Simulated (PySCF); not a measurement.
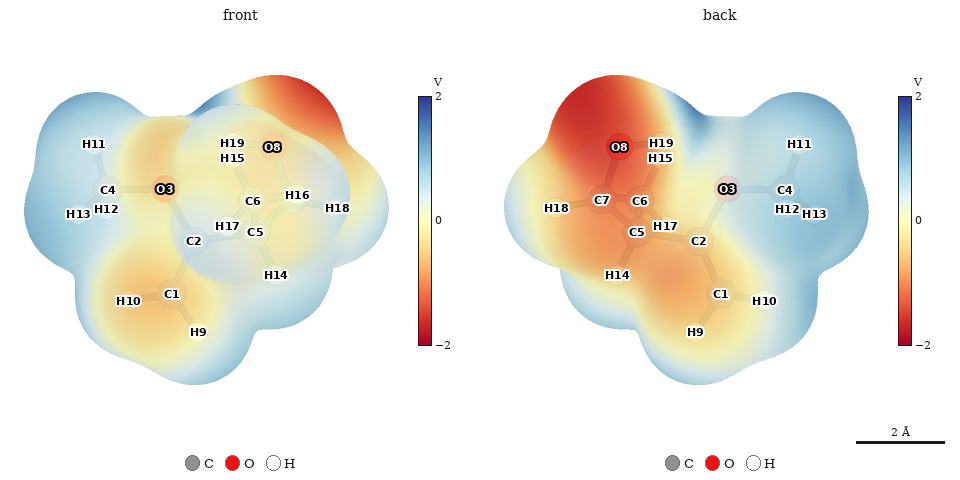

Figure 1: C₆H₁₁O₂ (doublet). The electrostatic potential painted on the density surface at 0.002 e/bohr³, seen from the front and from behind; red is negative and blue positive.

Geometry: GFN2-xTB.

Method: PySCF, UKS B3LYP, pcH-1 on C H O, non-relativistic, mean-field spin-orbit, GIAO.

```
atom    x (Å)    y (Å)    z (Å)
   C   1.3117  -1.4973  -0.0278
   C   0.4503  -0.4898  -0.0244
   O   0.6691   0.7529  -0.5660
   C   1.9110   0.9989  -1.1791
   C  -0.9239  -0.5726   0.6153
   C  -2.0054  -0.2884  -0.4529
   C  -1.0066   0.3636   1.7688
   O  -0.7362   1.6933   1.6248
   H   1.0446  -2.4329   0.4250
   H   2.2932  -1.4422  -0.4622
   H   1.8739   2.0287  -1.5313
   H   2.7346   0.8838  -0.4681
   H   2.0701   0.3289  -2.0288
   H  -1.0654  -1.5878   0.9919
   H  -1.8826   0.7132  -0.8560
   H  -2.9937  -0.3673  -0.0080
   H  -1.9225  -1.0068  -1.2653
   H  -1.5678   0.1304   2.6534
   H  -0.2642   1.8006   0.7833
```

**Which sites attract a positive test charge, and which a negative one?**

A positive charge is drawn to the negative regions and a negative charge to the positive ones. The most negative region (about −1.7 V) lies over O8, the most positive (about +1.3 V) over H19. O8 is the likeliest acceptor of a hydrogen bond.
